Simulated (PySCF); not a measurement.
C$_{5}$H$_{9}$FOS

Input

```
{"job": {"kind": "nmr", "xc": "PBE0", "basis": "pcSseg-1", "every": 1, "pop": false}, "charge": 0, "multiplicity": 1}
C      2.167644    -0.129402    -0.185064
S      1.031156     1.322338    -0.417824
O      1.025489     1.841279     0.955774
C     -0.436894     0.169490    -0.307092
C     -0.680922    -0.676755    -1.527151
C     -0.761080    -0.320662     1.071038
C     -1.591450     0.752548     0.446166
F     -2.857229     0.449480     0.038197
H      3.159046     0.265690     0.015613
H      1.814656    -0.682789     0.674450
H      2.194176    -0.745824    -1.075971
H     -1.693832    -1.074813    -1.510656
H      0.014262    -1.513079    -1.574537
H     -0.567251    -0.074412    -2.426992
H     -1.184876    -1.309124     1.164936
H     -0.121269    -0.010547     1.884752
H     -1.543138     1.763939     0.827978
```

Run with:

```sh
OMP_NUM_THREADS=1 python ens_run.py task.json out
```

Geometry: GFN2-xTB, coordinate held.

These are results of PBE0/pcSseg-1, SCF density, gas phase, non-relativistic in PySCF 2.14.0, not measurements.

**What will maps of the electron density and electron localisation function show?**

C–F (1.36 Å): ρ is about 2.2 e/Å³ halfway, with its minimum of 1.7 e/Å³ about 0.5 Å from C; the ELF peaks at about 0.85 between the atoms: a shared but strongly polarised pair.
C–C (1.50 Å): ρ at the midpoint is about 1.7 e/Å³; the ELF peaks at about 0.95 between the atoms; localised, covalent bonding.

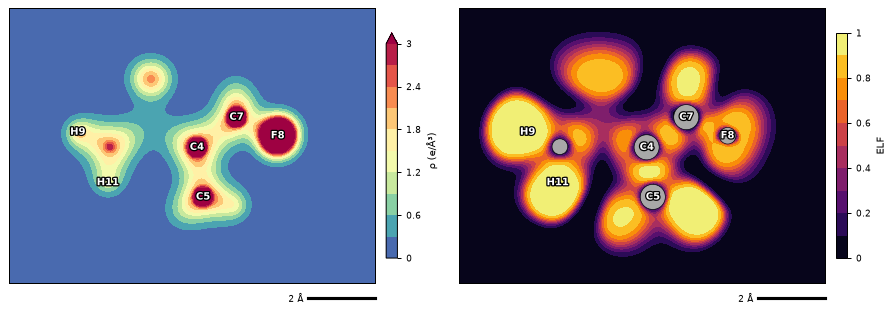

Computed electron density and electron localisation function on the plane of atoms C4, C7 and F8, in this order. Grey discs cover the atomic cores in the ELF map. 
